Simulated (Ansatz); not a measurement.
# H2OSi: the cost of one run

All numbers are computed with Ansatz 0.2.0, driven from Python. Level of theory: PBE/def2-SVP.

### 1 The system

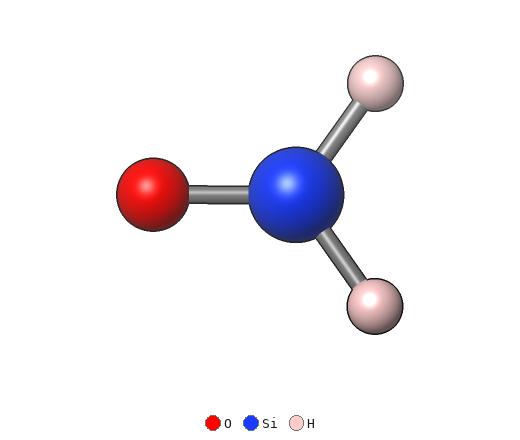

The structure that the script starts from, seen from a chosen angle (oxygen red, silicon blue, hydrogen pink).

The script holds or builds the structure itself.

### 2 Script

The input, dimer.py:

```python
# -*- coding: utf-8 -*-
"""Binding of a H2OSi dimer at a trial geometry."""

import ansatz as az

FIRST = [
    ("O", (-0.2815, 0.4109, 1.4616)),
    ("Si", (-0.0075, 0.0109, 0.0379)),
    ("H", (0.4307, -1.312, -0.3845)),
    ("H", (-0.1417, 0.8902, -1.1151)),
]
SECOND = [
    ("O", (-3.1461, 4.7255, 0.7052)),
    ("Si", (-2.1163, 3.6745, 0.3942)),
    ("H", (-1.3604, 3.5928, -0.8478)),
    ("H", (-1.7326, 2.5929, 1.2906)),
]

def energy(atoms, ghosts=()):
    molecule = az.Crystal.molecule()
    for symbol, xyz in atoms:
        molecule = molecule.atom(symbol, xyz)
    calc = (
        molecule.calculation()
        .basis(gaussian="def2-SVP")
        .functional("PBE")
    )
    deck = calc.input()
    if ghosts:
        deck = deck.set(az.key.basis.gaussian.ghost_atoms, [{"symbol": s, "position_ang": list(xyz)} for s, xyz in ghosts])
    return az.Session.from_dict(deck).plan().execute().report["free_energy_ev"]

# ghost atoms carry the functions of the partner
both = energy(FIRST + SECOND)
alone = energy(FIRST) + energy(SECOND)
ghosted = energy(FIRST, SECOND) + energy(SECOND, FIRST)
print(f"dimer {both:.6f} eV")
print(f"interaction, uncorrected   {(both - alone):8.3f} eV")
print(f"interaction, counterpoise  {(both - ghosted):8.3f} eV")
print(f"basis-set superposition    {(alone - ghosted):8.3f} eV")
```

### 3 The calls as engine input

The engine receives this input (first run):

```yaml
crystal:
  periodic: [false, false, false]
  atoms:
    - { symbol: O, position_ang: [-0.2815, 0.4109, 1.4616] }
    - { symbol: Si, position_ang: [-0.0075, 0.0109, 0.0379] }
    - { symbol: H, position_ang: [0.4307, -1.312, -0.3845] }
    - { symbol: H, position_ang: [-0.1417, 0.8902, -1.1151] }
    - { symbol: O, position_ang: [-3.1461, 4.7255, 0.7052] }
    - { symbol: Si, position_ang: [-2.1163, 3.6745, 0.3942] }
    - { symbol: H, position_ang: [-1.3604, 3.5928, -0.8478] }
    - { symbol: H, position_ang: [-1.7326, 2.5929, 1.2906] }
basis:
  gaussian:
    orbitals: def2-SVP
hamiltonian:
  xc: pbe
```

### 4 The run

The run is started by

```bash
python dimer.py
```

Q: Estimate wall time and peak memory on 1 thread of Arm Neoverse V1, shared host.

About 5.5 s, with a peak of 0.17 GiB.
